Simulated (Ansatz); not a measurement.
**Li (P6/mmm, 3 atoms in the cell): phonons and vibrational spectra**

How does Li (P6/mmm, 3 atoms in the cell) vibrate, and is this structure a minimum?

Calculated with Ansatz 0.2.0; DFT PBEsol+D4, scalar-relativistic, plane waves, PAW.

This is not the structure that Li takes at ambient pressure and room temperature (bcc); it is a model or a phase of other conditions.

## 1. The structure

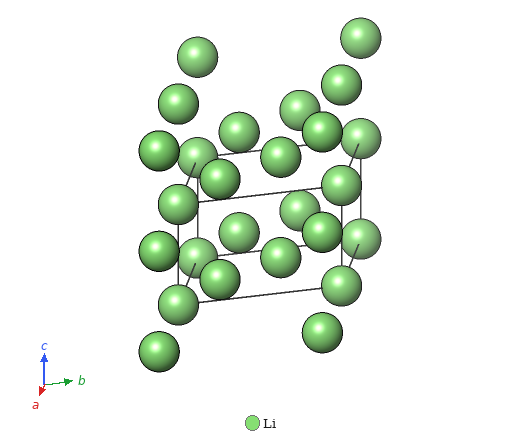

The starting structure, seen from a free direction (lithium green). 2×1×2 cells are drawn. Some periodic images of atoms are drawn too.

As a file:

```cif
data_structure
_symmetry_space_group_name_H-M 'P 1'
_symmetry_Int_Tables_number 1
_cell_length_a 4.9489
_cell_length_b 4.9489
_cell_length_c 2.8888
_cell_angle_alpha 90.000
_cell_angle_beta 90.000
_cell_angle_gamma 120.000
_cell_volume 61.27
loop_
_atom_site_label
_atom_site_type_symbol
_atom_site_fract_x
_atom_site_fract_y
_atom_site_fract_z
_atom_site_occupancy
Li1 Li 0.00000 0.00000 0.00000 1
Li2 Li 0.66667 0.33333 0.50000 1
Li3 Li 0.33333 0.66667 0.50000 1
```

## 2. Bringing the structure to rest

The cell and atoms are relaxed, since residual forces and stress would shift the frequencies.

File input.yaml:

```yaml
crystal:
  lattice:
    - [4.9488671308, 0.0, 0.0]
    - [-2.4744335654, 4.2858446552, 0.0]
    - [0.0, 0.0, 2.888843]
  atoms:
    - { symbol: Li, position: [0.0, 0.0, 0.0] }
    - { symbol: Li, position: [0.66666667, 0.33333333, 0.5] }
    - { symbol: Li, position: [0.33333333, 0.66666667, 0.5] }
kpoints:
  mp_grid: { grid: [9, 9, 14] }
hamiltonian:
  xc: pbesol
  dispersion: d4
scf:
  occupations: { method: gaussian, width: 0.1 }
output:
  forces: true
  stress: true
  eigenvalues: true
  write_density: true
  write_potential: true
  elf: true
  volumetric_format: npy
relax:
  adjacent_minimum: "off"
  f_tol: 0.005
  max_steps: 80
  cell: { stress_tol: 0.05 }
```

Run with:

```bash
$ ansatz run input.yaml --threads 4 --pin off --max-ram 7168MiB --backend cpu --events-out ev --progress --plain --runs-dir out
```

Numbers of over 12 decimals in the logs are rounded to 6 here.

Log:

```text
Engine: ansatz 0.2.0, aarch64-unknown-linux-gnu
Pseudopotentials: kind: paw
Pseudopotential: Li, paw, valence charge 3, recommended cutoff 420 eV (normal), Li.paw.azcp
Functional definition: PBEsol
  exchange = pbesol_x
  correlation = pbesol_c
Crystal: 3 atoms, lattice volume = 61.273 Å³
Basis set: ecut = 420 eV, 1227 PW (Γ), exchange–correlation on 72×72×40 points (8 copies of the dense FFT grid, shifted against one another)
Bands: 9, of which v1, the nominal top of the filled ones, is band 5 counted from 1 (4 counted from 0)
Symmetry: 24 space group operations
Space group: P6/mmm (ITA 191), of the structure as read, at distance tolerance 3.9e-5 Å
k-points: 96 of 1134
Non-local potential: Li, projectors of the file, l = 0: 3, l = 1: 2, l = 2: 1
PAW form: soft (Blöchl's): semilocal exchange-correlation on the pseudo side does not see the compensation charge
PAW one-centre angular grid: Li, 110 points (default); XC on 64 Gauss nodes
Initial density: superposition of atomic densities (neutral atoms: chi_scale 0, normalization atom), corrected by the library's trained network
Initial wavefunctions: pseudopotential atomic-orbital guess
Functional: x = pbesol(κ = 0.804, μ = 0.123457), c = pbesol(β = 0.046)
SCF iter   1: F=—  HF=-608.999839 eV  |F-HF|=—  |Δ(HF+E_count)|=         —  Δρ=1.76e-3  dr2=1.90e-3  ethr=1.77e-3  ⟨swp⟩=4.1  Hψ=5075  notcnv=0
preconditioner: auto → none  [metal: Δε(μ)=0.039 eV  Ē_g=5.183 eV  σ=0.100 eV  W_gap=0.21  n_scr=6 (ndim 8)  ℏωp=8.2 eV  f_vac=0.000  D(μ)=1.23/eV (n_scr^D=6)  sad-step TF]
SCF iter   2: F=—  HF=-608.997996 eV  |F-HF|=—  |Δ(HF+E_count)|=   1.84e-3  Δρ=9.34e-4  dr2=8.16e-4  ethr=2.11e-5  ⟨swp⟩=2.0  Hψ=1928  notcnv=0
SCF iter   3: F=—  HF=-608.997531 eV  |F-HF|=—  |Δ(HF+E_count)|=   4.65e-4  Δρ=8.03e-5  dr2=8.14e-6  ethr=9.06e-6  ⟨swp⟩=2.4  Hψ=1234  notcnv=0
SCF iter   4: F=—  HF=-608.997512 eV  |F-HF|=—  |Δ(HF+E_count)|=   1.93e-5  Δρ=2.53e-5  dr2=6.41e-7  ethr=9.05e-8  ⟨swp⟩=2.0  Hψ=981  notcnv=0
iter 5 did not close the SCF: its close was put off for the readings that it lacked (scf_convergence_deferred on its scf_iter line)
SCF iter   5: F=-608.997512 eV  HF=-608.997512 eV  |F-HF|=1.32e-9  |Δ(HF+E_count)|=   2.64e-8  Δρ=3.87e-6  dr2=1.38e-8  ethr=7.13e-9  ⟨swp⟩=1.0  Hψ=820  notcnv=0
SCF iter   6: F=-608.997512 eV  HF=-608.997512 eV  |F-HF|=2.66e-11  |Δ(HF+E_count)|=   1.92e-9  Δρ=3.19e-7  dr2=8.33e-11  ethr=1.54e-10  ⟨swp⟩=5.0  Hψ=3675  notcnv=0
SCF 1 converged in 6 iterations: F = -608.997512 eV  dr2 = 8.33e-11
  greatest PAW one-centre occupation: 0.999 electrons in one spin orbital (limit 2), on the Li atom at site 0 (counted from 0), in its partial waves of l = 0
relax step   1: F+E_penalty+E_count = -608.99751172 eV  Δ(F+E_penalty+E_count) = +0.000e0 eV  max|allowed force component| = 5.011e-18 eV/Å  Δτ_max = 0.0000 Å  P = -0.212 GPa  Ω = 61.273 Å³  (6 SCF iters, dr2 threshold 1.00e-7 eV, accepted)
Crystal: 3 atoms, lattice volume = 60.727 Å³
Basis set: ecut = 420 eV, 1179 PW (Γ), exchange–correlation on 72×72×40 points (8 copies of the dense FFT grid, shifted against one another)
Initial density: handed on by an earlier stage of this run
Initial wavefunctions: those handed on with the density
iter 1 solved again at ethr=3.62e-8 eV; its pass at ethr=3.10e-3 eV (dr2=3.26e-6 eV) is discarded
SCF iter   1: F=—  HF=-608.998245 eV  |F-HF|=—  |Δ(HF+E_count)|=         —  Δρ=6.02e-5  dr2=2.88e-6  ethr=3.62e-8  ⟨swp⟩=2.0  Hψ=7027  notcnv=0
preconditioner: auto → none  [metal: Δε(μ)=0.033 eV  Ē_g=5.212 eV  σ=0.100 eV  W_gap=0.18  n_scr=6 (ndim 8)  ℏωp=8.3 eV  f_vac=0.000  D(μ)=1.25/eV (n_scr^D=6)]
SCF iter   2: F=—  HF=-608.998227 eV  |F-HF|=—  |Δ(HF+E_count)|=   1.75e-5  Δρ=2.92e-5  dr2=6.53e-7  ethr=3.20e-8  ⟨swp⟩=1.0  Hψ=864  notcnv=0
SCF iter   3: F=-608.998226 eV  HF=-608.998226 eV  |F-HF|=1.40e-10  |Δ(HF+E_count)|=   6.87e-7  Δρ=1.25e-6  dr2=1.56e-9  ethr=2.43e-9  ⟨swp⟩=5.9  Hψ=3404  notcnv=0
SCF 2 converged in 3 iterations: F = -608.998226 eV  dr2 = 1.56e-9
relax step   2: F+E_penalty+E_count = -608.99822646 eV  Δ(F+E_penalty+E_count) = -7.147e-4 eV  max|allowed force component| = 5.782e-19 eV/Å  Δτ_max = 0.0000 Å  P = -0.094 GPa  Ω = 60.727 Å³  energy of the carried Pulay correction = +1.178e-5 eV  (3 SCF iters, dr2 threshold 2.18e-7 eV, accepted)
Crystal: 3 atoms, lattice volume = 60.304 Å³
Basis set: ecut = 420 eV, 1155 PW (Γ), exchange–correlation on 72×72×40 points (8 copies of the dense FFT grid, shifted against one another)
iter 1 solved again at ethr=2.18e-8 eV; its pass at ethr=3.10e-3 eV (dr2=1.96e-6 eV) is discarded
SCF iter   1: F=—  HF=-608.998403 eV  |F-HF|=—  |Δ(HF+E_count)|=         —  Δρ=4.76e-5  dr2=1.79e-6  ethr=2.18e-8  ⟨swp⟩=2.0  Hψ=6955  notcnv=0
preconditioner: auto → none  [metal: Δε(μ)=0.024 eV  Ē_g=5.234 eV  σ=0.100 eV  W_gap=0.13  n_scr=6 (ndim 8)  ℏωp=8.3 eV  f_vac=0.000  D(μ)=1.27/eV (n_scr^D=6)]
SCF iter   2: F=—  HF=-608.998387 eV  |F-HF|=—  |Δ(HF+E_count)|=   1.57e-5  Δρ=2.30e-5  dr2=4.01e-7  ethr=1.99e-8  ⟨swp⟩=1.0  Hψ=864  notcnv=0
SCF iter   3: F=-608.998387 eV  HF=-608.998387 eV  |F-HF|=9.81e-11  |Δ(HF+E_count)|=   4.26e-7  Δρ=1.16e-6  dr2=1.23e-9  ethr=4.31e-10  ⟨swp⟩=4.7  Hψ=3812  notcnv=0
SCF 3 converged in 3 iterations: F = -608.998387 eV  dr2 = 1.23e-9
relax step   3: F+E_penalty+E_count = -608.99838659 eV  Δ(F+E_penalty+E_count) = -1.601e-4 eV  max|allowed force component| = 4.819e-18 eV/Å  Δτ_max = 0.0000 Å  P = +0.001 GPa  Ω = 60.304 Å³  energy of the carried Pulay correction = +2.104e-5 eV  (3 SCF iters, dr2 threshold 3.88e-8 eV, accepted)
Initial wavefunctions: pseudopotential atomic-orbital guess (no wavefunctions were taken with the density)
iter 1 solved again at ethr=2.09e-10 eV; its pass at ethr=3.10e-3 eV (dr2=1.88e-8 eV) is discarded
SCF iter   1: F=—  HF=-608.998378 eV  |F-HF|=—  |Δ(HF+E_count)|=         —  Δρ=3.30e-6  dr2=2.15e-9  ethr=2.09e-10  ⟨swp⟩=3.1  Hψ=7951  notcnv=0
SCF iter   2: F=—  HF=-608.998364 eV  |F-HF|=—  |Δ(HF+E_count)|=   1.42e-5  Δρ=1.77e-6  dr2=5.18e-10  ethr=2.39e-11  ⟨swp⟩=2.0  Hψ=1309  notcnv=0
SCF iter   3: F=-608.998364 eV  HF=-608.998364 eV  |F-HF|=1.40e-11  |Δ(HF+E_count)|=  3.67e-10  Δρ=1.86e-7  dr2=5.52e-12  ethr=1.00e-12  ⟨swp⟩=3.0  Hψ=3154  notcnv=0
SCF 4 converged in 3 iterations: F = -608.998364 eV  dr2 = 5.52e-12
  greatest PAW one-centre occupation: 1.000 electrons in one spin orbital (limit 2), on the Li atom at site 0 (counted from 0), in its partial waves of l = 0
relax step   4: F+E_penalty+E_count = -608.99836401 eV  Δ(F+E_penalty+E_count) = +2.258e-5 eV  max|allowed force component| = 5.011e-18 eV/Å  Δτ_max = 0.0000 Å  P = +0.001 GPa  Ω = 60.304 Å³  stress off target by 2.57e-3 GPa  SCF on the basis re-selected at this cell (its energy is not comparable with the rows above)  (3 SCF iters)
basis re-selected at this cell: Δ(F+E_penalty+E_count) = +2.258e-5 eV, ΔP = +0.000 GPa vs the last step (what re-selecting the basis moved, of the pressure what is left beyond the Pulay correction that the steps carried, after the strain that the cell walked since its last selection, with what the two solves' SCF thresholds leave and, on support functions, any second-order correction that the steps lacked; it is no m [...]
SCF converged after 3 iterations
Free energy (F): -608.998364 eV
Harris-Foulkes:  -608.998364 eV  (|F-HF|=1.40e-11)
Internal energy: -608.992033 eV  (E = F + TS)
E sigma→0 (E₀):  -608.995198 eV
Entropy (-TS):   -0.006331 eV (-2.110 meV/atom)
Fermi energy:    1.051363 eV
--- Per-component energies (eV) ---
  E_band       = -270.307799
  E_kinetic    = 63.588203
  E_local      = -395.591374  (includes V_loc(G=0)·N_el)
  E_nonlocal   = -99.577916
  E_hartree    = 117.283644
  E_xc         = -29.711290
  E_vxc        = -38.469070  (∫ρ·V_xc dr)
  E_paw        = -58.771065  (= ΣΔE_a)
  E_vpaw       = -34.825034  (= ΣTr[D̂ρ^β])
  E_aug_tail   = 0.000070  (compensation charges beyond the density's cutoff)
  E_ewald      = -206.178538
  E_disp       = -0.033767  (pairwise vdW)
  E_smearing   = -0.006331  (= −TS)
  E_closure    = -0.000000  (closes the sum)
  Σ components = -608.998364   (vs F -608.998364, Δ=0.00e0)
--- Forces (eV/Å), atoms counted from 1 ---
  atom   1  Li     0.00000000     0.00000000     0.00000000
  atom   2  Li     0.00000000     0.00000000     0.00000000
  atom   3  Li     0.00000000    -0.00000000     0.00000000
  max |Σ_I F_I| component: 5.78e-19 eV/Å
--- Stress (GPa, compression-positive) ---
        0.002567      -0.000000       0.000000
        0.000000       0.002567       0.000000
        0.000000       0.000000      -0.001850
  P = ⅓ Tr σ = 0.0011 GPa (0.011 kbar)
--- Band table (eV; the first three rows and the last of 96) ---
  k-point 0: bands = ["-44.9341", "-44.9114", "-44.8125", "-2.5245", "3.1716", "3.1716", "3.2301", "3.2301", "6.9519"]
  k-point 1: bands = ["-44.9334", "-44.9109", "-44.8119", "-2.4562", "3.2598", "3.2598", "3.3207", "3.3207", "6.7879"]
  k-point 2: bands = ["-44.9316", "-44.9093", "-44.8104", "-2.2515", "3.5234", "3.5234", "3.5924", "3.5924", "6.2429"]
  k-point 95: bands = ["-44.9106", "-44.9106", "-44.8011", "1.8696", "2.3167", "2.3167", "4.3138", "4.3138", "5.1894"]
--- Relaxed structure (3 steps of the walk, 3 accepted, 1 SCFs on fresh bases) ---
  F+E_penalty+E_count = -608.99836401 eV   max|allowed force component| = 5.011e-18 eV/Å   (the final SCF, on the basis selected at the relaxed cell)
  cell:  # Å, volume = 60.3045 Å³
    - [4.911778, 0.0, 0.0]
    - [-2.455889, 4.253724, 0.0]
    - [0.0, 0.0, 2.886300]
  atoms:
    - { symbol: Li, position: [0, 0, 0.0] }
    - { symbol: Li, position: [0.666667, 0.333333, 0.5] }
    - { symbol: Li, position: [0.333333, 0.666667, 0.5] }
```

Run time: 7.4 s. Hardware: 4 threads of Arm Neoverse N1, shared host; peak memory 0.36 GiB.

Relaxation path:

```csv
step,energy less that of the first step (eV),largest force component (eV/Å),pressure (GPa),volume (Å³)
1,0.0000,0.0000,-0.21,61.27
2,-0.0007,0.0000,-0.09,60.73
3,-0.0009,0.0000,0.00,60.30
4*,-0.0009,0.0000,0.00,60.30
```

Relaxation steps marked * repeat the geometry before them on a plane-wave basis chosen anew for their cell, so energy and pressure can jump there.

Forces are held to the 24 operations that the run works with; a distortion that breaks them can't arise in this run.

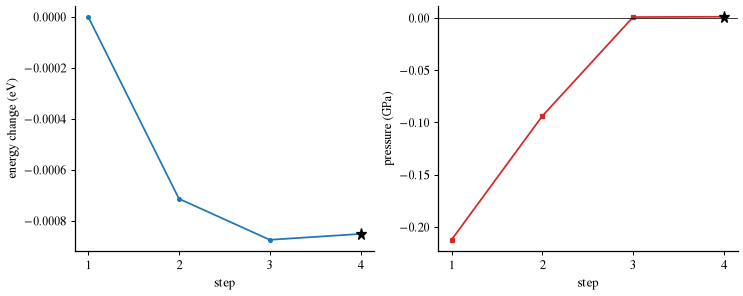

Energy and pressure along the relaxation. Stars mark steps on a basis chosen anew.

```csv
"conventional cell, symmetrised",before,after,change
a (Å),4.949,4.912,-0.7 %
b (Å),4.949,4.912,-0.7 %
c (Å),2.889,2.886,-0.1 %
volume (Å³/atom),20.42,20.10,-1.6 %
```

The relaxed structure:

```cif
data_structure
_symmetry_space_group_name_H-M 'P 1'
_symmetry_Int_Tables_number 1
_cell_length_a 4.9118
_cell_length_b 4.9118
_cell_length_c 2.8863
_cell_angle_alpha 90.000
_cell_angle_beta 90.000
_cell_angle_gamma 120.000
_cell_volume 60.30
loop_
_atom_site_label
_atom_site_type_symbol
_atom_site_fract_x
_atom_site_fract_y
_atom_site_fract_z
_atom_site_occupancy
Li1 Li 0.00000 0.00000 0.00000 1
Li2 Li 0.66667 0.33333 0.50000 1
Li3 Li 0.33333 0.66667 0.50000 1
```

Numbers from this step:

```
pressure          : 0.001094 GPa
volume per atom   : 20.10 Å³
gap on the k-mesh : 0 eV
```

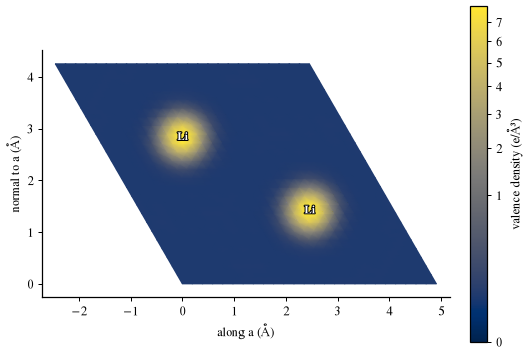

Valence density in the ab plane at fractional z = 0.500, with atoms of Li within 0.2 Å of it. It is the smooth field of the valence electrons, not physical close to the nuclei. The colour scale is stretched toward low values.

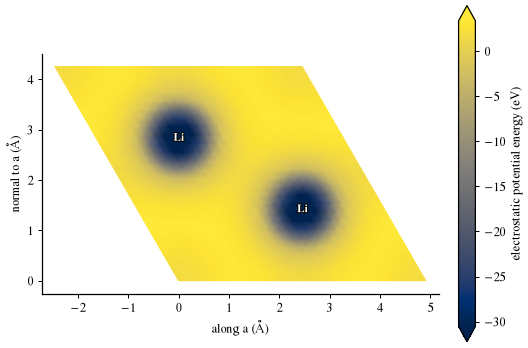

Electrostatic potential energy in the ab plane at fractional z = 0.500, with atoms of Li within 0.2 Å of it. With pseudopotentials it is smooth inside the atoms' cores, unlike the true potential.

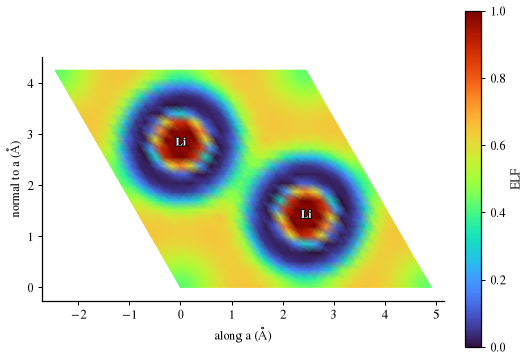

ELF in the ab plane at fractional z = 0.500, with atoms of Li within 0.2 Å of it. It is the smooth field of the valence electrons, not physical close to the nuclei.

In this step the volume went from 20.42 to 20.10 Å³/atom.

## 3. Relaxing to small forces for the phonons

Phonons need a cell at rest on their own settings, so the relaxation is repeated with tight tolerances on forces and stress on the k mesh and occupations of the first response run.

File input.yaml:

```yaml
crystal:
  lattice:
    - [4.9117776725, 0.0, 0.0]
    - [-2.4558888362, 4.2537242421, 0.0]
    - [0.0, 0.0, 2.8862995597]
  atoms:
    - { symbol: Li, position: [0.0, 0.0, 0.0] }
    - { symbol: Li, position: [0.6666666667, 0.3333333333, 0.5] }
    - { symbol: Li, position: [0.3333333333, 0.6666666667, 0.5] }
kpoints:
  mp_grid: { grid: [10, 10, 16] }
hamiltonian:
  xc: pbesol
  dispersion: d4
scf:
  occupations: { method: methfessel_paxton, width: 0.15 }
output:
  forces: true
  stress: true
  eigenvalues: true
relax:
  adjacent_minimum: "off"
  f_tol: 0.001
  max_steps: 60
  cell: { stress_tol: 0.01 }
```

Log:

```text
[...]
Crystal: 3 atoms, lattice volume = 60.304 Å³
Basis set: ecut = 420 eV, 1155 PW (Γ), exchange–correlation on 72×72×40 points (8 copies of the dense FFT grid, shifted against one another)
Bands: 9, of which v1, the nominal top of the filled ones, is band 5 counted from 1 (4 counted from 0)
Symmetry: 24 space group operations
[...]
k-points: 126 of 1600
[...]
--- Band table (eV; the first three rows and the last of 126) ---
[...]
--- Relaxed structure (3 steps of the walk, 3 accepted, 1 SCFs on fresh bases) ---
[...]
cell:  # Å, volume = 60.2962 Å³
    - [4.914931, -2.8886202832086273e-11, 0.0]
    - [-2.457466, 4.256455, 0.0]
    - [0.0, 0.0, 2.882203]
  atoms:
    - { symbol: Li, position: [0, 0, 0.0] }
    - { symbol: Li, position: [0.666667, 0.333333, 0.5] }
    - { symbol: Li, position: [0.333333, 0.666667, 0.5] }
[key lines of the parts left out:]
SCF converged after 4 iterations
Free energy (F): -608.991923 eV
Fermi energy:    1.066893 eV
P = ⅓ Tr σ = -0.0000 GPa (-0.000 kbar)
```

The job ended after 8.9 s (4 threads; peak memory 0.38 GiB).

The steps of the relaxation:

```csv
step,energy less that of the first step (eV),largest force component (eV/Å),pressure (GPa),volume (Å³)
1,0.0000,0.0000,0.00,60.30
2,0.0000,0.0000,0.00,60.30
3,0.0000,0.0000,0.00,60.30
4*,0.0000,0.0000,0.00,60.30
```

Relaxation steps marked * repeat the geometry before them on a plane-wave basis chosen anew for their cell, so energy and pressure can jump there.

Forces are held to the 24 operations that the run works with; a distortion that breaks them can't arise in this run.

```csv
"conventional cell, symmetrised",before,after,change
a (Å),4.912,4.915,+0.1 %
b (Å),4.912,4.915,+0.1 %
c (Å),2.886,2.882,-0.1 %
volume (Å³/atom),20.10,20.10,-0.0 %
```

Final coordinates:

```xyz
3
Lattice="4.9149 0.0000 0.0000 -2.4575 4.2565 0.0000 0.0000 0.0000 2.8822" Properties=species:S:1:pos:R:3 pbc="T T T"
Li    0.0000    0.0000    0.0000
Li    2.4575    1.4188    1.4411
Li    0.0000    2.8376    1.4411
```

This step gave:

| Item | Value |
| --- | --- |
| pressure | -4.45e-5 GPa |

The forces vanish by symmetry and the pressure is 0.000 GPa, within the tolerances set. The cell now holds 20.10 Å³/atom.

[end of part 1 of 2]

[Logs are printed without paths, hosts, clocks, repeated set-up lines and the standing remarks that a program may print on its own settings, such as how far it seeks lower states.]

[Hosts, paths, dates, database ids (printed as entryN), source tags and the programs' standing remarks are cut or masked in the printed files.]
